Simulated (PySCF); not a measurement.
# Mo(OH)2: quintet, from a linear start

Aim: relax Mo(OH)2 as a quintet from a linear start, check by its vibrations whether the end is a minimum, and collect its spectrum and constants.

The runs use PySCF 2.14.0; PBE0, basis Mo def2-TZVP with ECP28, O def2-TZVP, H def2-TZVP, scalar-relativistic core potentials, no spin–orbit coupling, density fitting.

## 1. The system as given

5 atoms, charge 0, spin multiplicity 5.

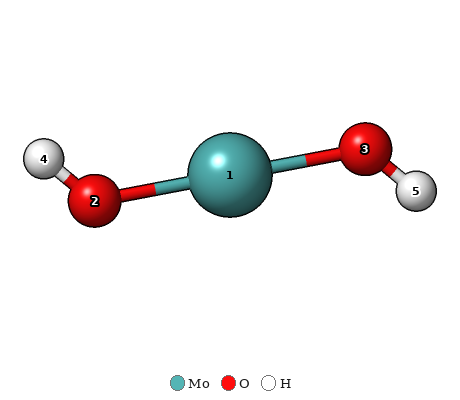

The starting geometry (molybdenum teal, oxygen red, hydrogen white); atoms are numbered from 1 in the order of the file.

Coordinates in bohr (charge 0 multiplicity 5):
```
Mo    0.0000    0.0000    0.0000
O     0.0000    0.0000    3.7983
O     0.0000    0.0000   -3.7983
H    -1.3897    0.0000    4.9645
H     1.3897    0.0000   -4.9645
```

## 2. Finding the electronic state

The steps below are one call of a driver around PySCF. For each, scf.py gives the equivalent set-up of the SCF; relaxations use the driver's own optimiser. After this first run the driver tries any further starts and a stability analysis.

Contents of scf.py:

```python
from pyscf import gto, scf, dft
mol = gto.M(atom='''
Mo     0.000000     0.000000     0.000000
O      0.000000     0.000000     2.010000
O      0.000000     0.000000    -2.010000
H     -0.735400     0.000000     2.627100
H      0.735400     0.000000    -2.627100''',
    basis={'Mo': 'def2-TZVP', 'O': 'def2-TZVP', 'H': 'def2-TZVP'},
    ecp={'Mo': 'def2-TZVP'},
    charge=0, spin=4)
mf = dft.UKS(mol, xc='PBE0')
mf.grids.atom_grid = (50, 194)
aux = {'Mo': 'def2-universal-JKFIT', 'O': 'def2-universal-JKFIT', 'H': 'def2-universal-JKFIT'}
mf = mf.density_fit(auxbasis=aux)
mf.conv_tol = 1e-08
mf.diis_space = 10
mf.max_cycle = 60
mf.init_guess = 'minao'
mf.verbose = 4
mf.kernel()
```

The run is started by

```console
> OMP_NUM_THREADS=4 python axn.py task.json out
```

Output:

```text
init E= -213.114050209681
[... the frontier-level lines of each cycle are left out ...]
cycle= 1 E= -219.410623257269  delta_E= -6.3  |g|= 0.883  |ddm|= 2.81
cycle= 2 E= -218.290129310544  delta_E= 1.12  |g|= 1.83  |ddm|= 1.76
cycle= 3 E= -219.684062545908  delta_E= -1.39  |g|= 0.347  |ddm|= 1.13
cycle= 4 E= -219.744121056492  delta_E= -0.0601  |g|= 0.103  |ddm|= 0.561
cycle= 5 E= -219.75065678591  delta_E= -0.00654  |g|= 0.0114  |ddm|= 0.0992
cycle= 6 E= -219.750901058277  delta_E= -0.000244  |g|= 0.00399  |ddm|= 0.0499
cycle= 7 E= -219.750917631774  delta_E= -1.66e-05  |g|= 0.00109  |ddm|= 0.00772
cycle= 8 E= -219.750919371285  delta_E= -1.74e-06  |g|= 0.000283  |ddm|= 0.0021
cycle= 9 E= -219.750919609285  delta_E= -2.38e-07  |g|= 0.000137  |ddm|= 0.000741
cycle= 10 E= -219.750919651338  delta_E= -4.21e-08  |g|= 4.56e-05  |ddm|= 0.000387
cycle= 11 E= -219.750919654291  delta_E= -2.95e-09  |g|= 1.01e-05  |ddm|= 9.86e-05
Extra cycle  E= -219.750919654409  delta_E= -1.19e-10  |g|= 9.87e-06  |ddm|= 2.52e-05
converged SCF energy = -219.750919654409  <S^2> = 6.0350637  2S+1 = 5.0140059
```

This step, with its further starts and checks, ran for 13 s (4 threads of Arm Neoverse V1, shared host).

The starts that the driver tried:

```
                      start  energy (Eh)
    the minimal-basis guess  -219.750920
a thermally smeared density  -219.750920
      a smeared PBE density  -219.750920
```

No lower solution of this spin turned up from the other starts or in the test of internal stability.

## 3. Linear start, quintet: relaxation

The program finds C2h symmetry in the start, which this walk keeps. The walk stops when the largest gradient is under 0.0003 Eh/bohr and the energy has settled too.

scf.py: that of step 2 with these lines changed.

```diff
@@ -4 +4 @@
-O      0.000000     0.000000     2.010000
+O     -0.000000     0.000000     2.010000
@@ -18 +17,0 @@
-mf.init_guess = 'minao'
```

The optimiser's trace:

```csv
step,energy (Eh),change (kJ/mol),largest symmetric gradient (Eh/bohr)
0,-219.750920,0.00,0.03574
1,-219.757725,-17.87,0.00675
2,-219.758175,-19.05,0.00290
3,-219.758215,-19.15,0.00049
4,-219.758220,-19.17,0.00033
5,-219.758231,-19.20,0.00007
```

The walk took 12 s.

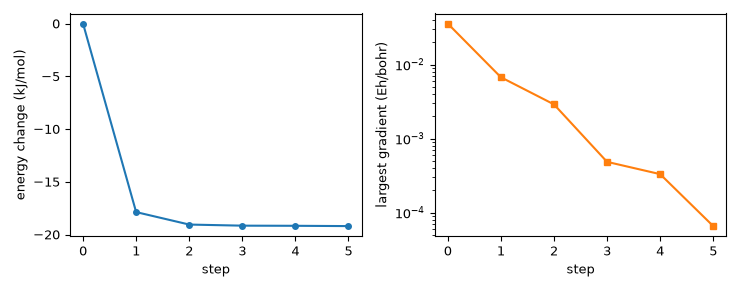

Energy and largest gradient along the walk.

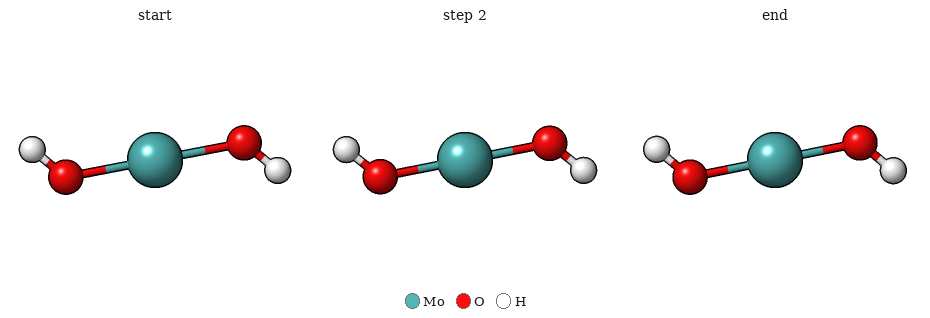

The geometry along the walk, at one scale.

It settles in C2h symmetry, 19.2 kJ/mol below the start, after 5 steps: Mo–O 1.918 Å (×2), O–H 0.960 Å (×2); H–O–Mo 129.1° (×2), O–Mo–O 180.0°.

## 4. Vibrations and properties at this point

On the finer grid the gradient is checked again; gradients at displacements of ±0.02 bohr then give force constants and infrared intensities.

scf.py: that of step 3 with these lines changed.

```diff
@@ -4,4 +4,4 @@
-O     -0.000000     0.000000     2.010000
-O      0.000000     0.000000    -2.010000
-H     -0.735400     0.000000     2.627100
-H      0.735400     0.000000    -2.627100''',
+O      0.017956     0.000000     1.918221
+O     -0.017956     0.000000    -1.918221
+H     -0.721911     0.000000     2.530383
+H      0.721911     0.000000    -2.530383''',
@@ -12 +12 @@
-mf.grids.atom_grid = (50, 194)
+mf.grids.atom_grid = (75, 302)
@@ -15 +15 @@
-mf.conv_tol = 1e-08
+mf.conv_tol = 1e-10
```

This SCF starts from the last density.

SCF at the final geometry:

```text
init E= -219.758211455303
[... the frontier-level lines of each cycle are left out ...]
cycle= 1 E= -219.758211455298  delta_E= 4.55e-12  |g|= 4.33e-06  |ddm|= 7.69e-06
Extra cycle  E= -219.758211455278  delta_E= 2.03e-11  |g|= 8.1e-06  |ddm|= 1.12e-05
converged SCF energy = -219.758211455278  <S^2> = 6.0252551  2S+1 = 5.0100918
```

The whole step took 68 s.

Geometry: C2h; Mo–O 1.918 Å (×2), O–H 0.960 Å (×2); H–O–Mo 129.1° (×2), O–Mo–O 180.0°.

Harmonic modes (main isotopes):

```tsv
symmetry	ω (cm⁻¹)	IR (km/mol)
au	111i	0.3
bu	152	8.3
bu	531	248
ag	555	0.0
au	579	182
ag	661	0.0
bu	669	322
bu	3866	153
ag	3867	0.0
```

With 1 mode imaginary (up to 111i cm⁻¹) this point is a saddle.

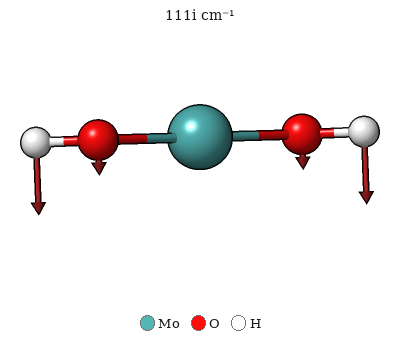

The imaginary mode, as arrows.

Constants and moments:

```
Dipole moment                                                   : 0.00 D
Highest occupied level                                          : -5.53 eV
Lowest empty level                                              : -2.11 eV
Rotational constants                                            : 16.7, 0.129, 0.128 cm⁻¹
Zero-point energy (real modes)                                  : 65.1 kJ/mol
Principal polarisabilities                                      : 46.3, 49.4, 63.3 bohr³
Atomisation energy without zero-point energy                    : 1613 kJ/mol
Principal traceless quadrupole moments about the centre of mass : -11.16, -0.42, 11.58 D Å
Spin squared ⟨S²⟩                                               : 6.025
```

Charges (e) and bond orders:

```
atom  Mulliken  Löwdin  polar tensor  spin (Mulliken)  Mayer order to Mo1
 Mo1      0.84    0.49          1.08             4.10                   –
O2,3     -0.75   -0.40         -0.81            -0.07                0.94
H4,5      0.33    0.15          0.27             0.02                0.02
```

Outer orbital energies (eV). α occupied: -10.58, -9.82, -8.89, -8.68, -7.15, -7.14, -6.17, -5.53; empty: -2.11, -0.30, -0.12, 0.61. β occupied: -27.08, -26.52, -14.09, -12.69, -9.91, -9.71, -8.99, -8.73; empty: -1.96, -1.11, -1.10, -0.61.

Mulliken populations on Mo1 (outside its core potential): s 2.68, p 6.16, d 4.29, f 0.03.

## 5. Leaving the saddle point

The start is the last point, displaced along its most imaginary mode.

The program finds C2 symmetry in the start, which this walk keeps. Threshold on the gradient: 0.0003 Eh/bohr, with a further test on the energy change.

scf.py: that of step 4 with these lines changed.

```diff
@@ -3,5 +3,5 @@
-Mo     0.000000     0.000000     0.000000
-O      0.017956     0.000000     1.918221
-O     -0.017956     0.000000    -1.918221
-H     -0.721911     0.000000     2.530383
-H      0.721911     0.000000    -2.530383''',
+Mo     0.000000     0.045320     0.000000
+O      0.017956    -0.122951     1.918221
+O     -0.017956    -0.122951    -1.918221
+H     -0.721911    -0.250000     2.530383
+H      0.721911    -0.250000    -2.530383''',
@@ -12 +12 @@
-mf.grids.atom_grid = (75, 302)
+mf.grids.atom_grid = (50, 194)
@@ -15 +15 @@
-mf.conv_tol = 1e-10
+mf.conv_tol = 1e-08
```

Energy and gradient, step by step:

```csv
step,energy (Eh),change (kJ/mol),largest symmetric gradient (Eh/bohr)
0,-219.758612,0.00,0.00607
1,-219.758973,-0.95,0.00310
2,-219.759288,-1.78,0.00499
3,-219.761551,-7.72,0.00830
4,-219.762202,-9.43,0.00621
5,-219.762228,-9.50,0.00717
6,-219.762445,-10.06,0.00520
7,-219.762763,-10.90,0.00352
8,-219.762934,-11.35,0.00402
9,-219.763039,-11.62,0.00339
10,-219.763068,-11.70,0.00165
11,-219.763080,-11.73,0.00085
12,-219.763099,-11.78,0.00045
13,-219.763114,-11.82,0.00027
14,-219.763119,-11.83,0.00005
```

The walk took 38 s.

Geometry (Å) and forces (eV/Å) at some steps:

```
step 0
Mo   0.000   0.045   0.000   0.000   0.117   0.000
O    0.018  -0.123   1.918  -0.297  -0.106   0.041
O   -0.018  -0.123  -1.918   0.297  -0.106  -0.041
H   -0.722  -0.250   2.530   0.313   0.048  -0.303
H    0.722  -0.250  -2.530  -0.313   0.048   0.303
step 1
Mo   0.000   0.063   0.000   0.000   0.160   0.000
O    0.016  -0.125   1.909   0.044  -0.056  -0.072
O   -0.016  -0.125  -1.909  -0.044  -0.056   0.072
H   -0.716  -0.257   2.515  -0.033  -0.024  -0.003
H    0.716  -0.257  -2.515   0.033  -0.024   0.003
step 7
Mo   0.000   0.522   0.000   0.000  -0.128   0.000
O    0.048  -0.119   1.795  -0.024   0.013   0.047
O   -0.048  -0.119  -1.795   0.024   0.013  -0.047
H   -0.681  -0.493   2.302   0.070   0.051  -0.181
H    0.681  -0.493  -2.302  -0.070   0.051   0.181
step 14
Mo   0.000   0.563   0.000   0.000   0.002   0.000
O    0.078  -0.117   1.776   0.000   0.001   0.002
O   -0.078  -0.117  -1.776   0.000   0.001  -0.002
H   -0.679  -0.514   2.217  -0.004  -0.001   0.002
H    0.679  -0.514  -2.217   0.004  -0.001  -0.002
```

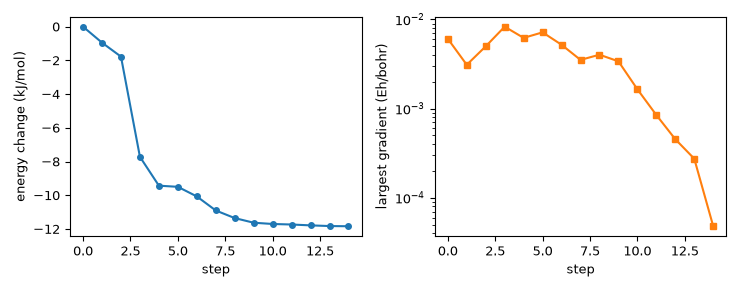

Energy and largest gradient along the walk.

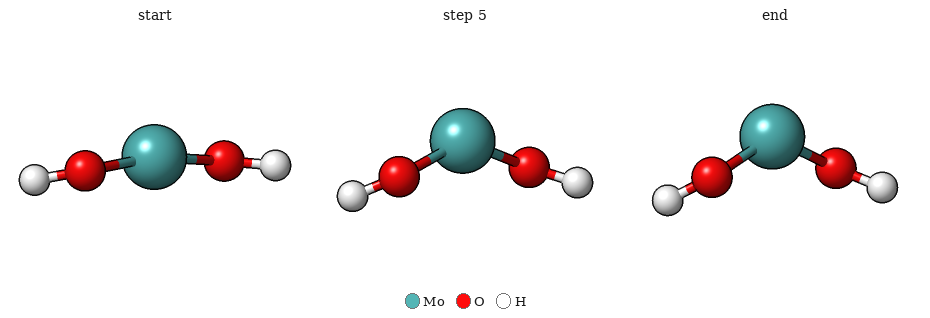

The geometry along the walk, at one scale.

After 14 steps and 11.8 kJ/mol it ends at C2: Mo–O 1.903 Å (×2), O–H 0.962 Å (×2); H–O–Mo 122.9° (×2), O–Mo–O 138.1°.

## 6. Hessian and properties

The same treatment as at the point before.

scf.py: that of step 5 with these lines changed.

```diff
@@ -3,5 +3,5 @@
-Mo     0.000000     0.045320     0.000000
-O      0.017956    -0.122951     1.918221
-O     -0.017956    -0.122951    -1.918221
-H     -0.721911    -0.250000     2.530383
-H      0.721911    -0.250000    -2.530383''',
+Mo     0.000000     0.181143     0.000000
+O      0.077850    -0.498452     1.775941
+O     -0.077850    -0.498452    -1.775941
+H     -0.678823    -0.895791     2.216679
+H      0.678823    -0.895791    -2.216679''',
@@ -12 +12 @@
-mf.grids.atom_grid = (50, 194)
+mf.grids.atom_grid = (75, 302)
@@ -15 +15 @@
-mf.conv_tol = 1e-08
+mf.conv_tol = 1e-10
```

SCF at the final geometry:

```text
init E= -219.763112499155
[... the frontier-level lines of each cycle are left out ...]
cycle= 1 E= -219.763112499156  delta_E= -1.88e-12  |g|= 7.94e-07  |ddm|= 1.76e-06
Extra cycle  E= -219.763112499155  delta_E= 1.08e-12  |g|= 8.92e-07  |ddm|= 1.85e-06
converged SCF energy = -219.763112499155  <S^2> = 6.0156219  2S+1 = 5.0062449
```

The whole step ran for 61 s (4 threads of Arm Neoverse V1, shared host).

Geometry: C2; Mo–O 1.903 Å (×2), O–H 0.962 Å (×2); H–O–Mo 122.9° (×2), O–Mo–O 138.2°.

Modes, for the most abundant isotopes:

```
symmetry  ω (cm⁻¹)  IR (km/mol)  μ (u)
       a       127          0.4   6.46
       b       362         35.5   1.24
       a       430          161   1.10
       b       631          246   1.10
       a       664         46.8   8.92
       b       677          235  12.28
       a       691          2.0   1.15
       b      3848          119   1.07
       a      3849         43.5   1.07
```

All wavenumbers are real: a minimum.

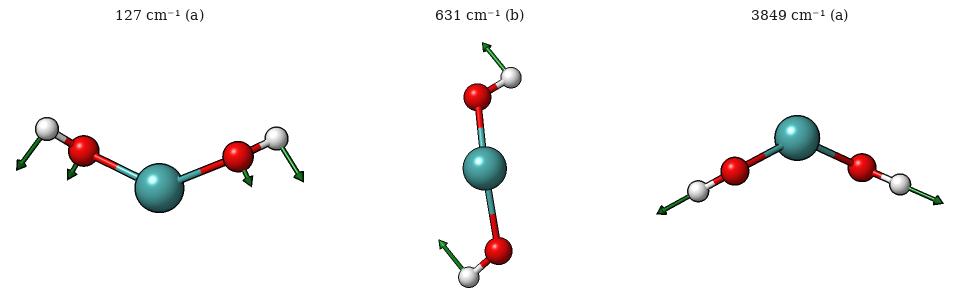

Displacements of 3 of the modes, as arrows (one member where a mode is degenerate).

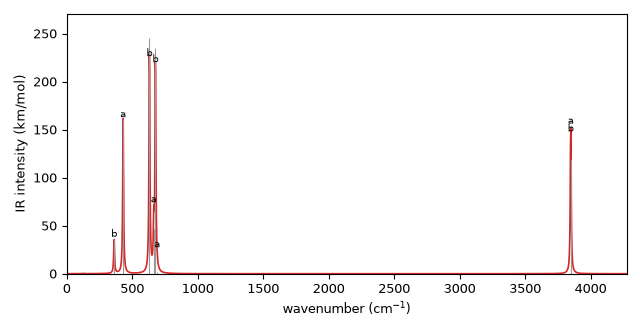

The harmonic infrared spectrum (widths in cm⁻¹). Lines are broadened to a width of 8 cm⁻¹ (Lorentzian).

Constants and moments:

- Dipole moment: 0.08 D
- Highest occupied level: -5.59 eV
- Lowest empty level: -1.76 eV
- Rotational constants: 1.214, 0.1506, 0.1364 cm⁻¹
- Zero-point energy: 67.5 kJ/mol
- Principal polarisabilities: 50.5, 51.3, 58.0 bohr³
- Atomisation energy without zero-point energy: 1626 kJ/mol
- Principal traceless quadrupole moments about the centre of mass: -11.20, 1.31, 9.90 D Å
- Entropy at 298.15 K and 1 bar (electronic part: spin only): 303.1 J/(mol K)
- Heat capacity Cp at 298.15 K: 68.7 J/(mol K)
- Enthalpy at 298.15 K above 0 K: 14.70 kJ/mol
- Rotational symmetry number: 2
- Spin squared ⟨S²⟩: 6.016

Charges (e) and bond orders:

```tsv
atom	Mulliken	Löwdin	polar tensor	spin (Mulliken)	Mayer order to Mo1
Mo1	0.86	0.45	1.08	4.02	–
O2,3	-0.76	-0.38	-0.81	-0.03	0.93
H4,5	0.33	0.15	0.27	0.02	0.02
```

Mulliken populations on Mo1 (outside its core potential): s 2.61, p 6.18, d 4.32, f 0.03.

## 7. The points found, side by side

| spin | group | bonds | imaginary modes (cm⁻¹) | ΔE (kJ/mol) | with zero-point energy |
| --- | --- | --- | --- | --- | --- |
| quintet | C2 | Mo–O 1.903 Å (×2), O–H 0.962 Å (×2) | none | 0.0 | 0.0 |
| quintet | C2h | Mo–O 1.918 Å (×2), O–H 0.960 Å (×2) | 111i | 12.9 | – |

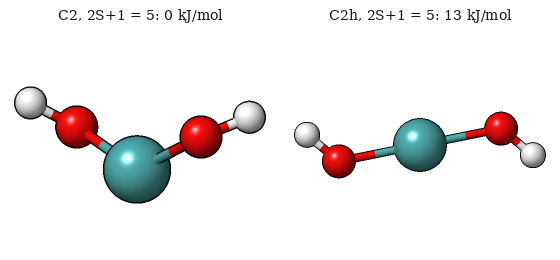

The points, lowest first (molybdenum teal, oxygen red, hydrogen white).

## 8. Outcome

| quantity | value |
| --- | --- |
| minimum | quintet, C2 |
| geometry | Mo–O 1.903 Å (×2), O–H 0.962 Å (×2); H–O–Mo 122.9° (×2), O–Mo–O 138.2° |
| wavenumbers (cm⁻¹) | 127 (a), 362 (b), 430 (a), 631 (b), 664 (a), 677 (b), 691 (a), 3848 (b), 3849 (a) |
| dipole moment | 0.08 D |
| highest occupied, lowest empty level (either spin) | -5.59, -1.76 eV |
| polar-tensor charge of Mo1 | +1.08 e |
| zero-point energy | 67.5 kJ/mol |
| entropy at 298.15 K | 303.1 J/(mol K) |
| atomisation energy (no zero-point energy) | 1626 kJ/mol |
| ⟨S²⟩ | 6.016 |

In words: The linear start (C2h) ends in a minimum of C2 symmetry, after a stop at a saddle point 12.9 kJ/mol higher, from which it was pushed off along an imaginary mode. The strongest infrared band lies at 631 cm⁻¹ (b). Most of the spin sits on Mo1 (Mulliken spin 4.02, against 4 for the whole molecule). Only this shape and spin were tried, so other structures or states may lie lower. One determinant may miss the lowest occupation of an open d or f shell.

The search up to here took 3.2 min.
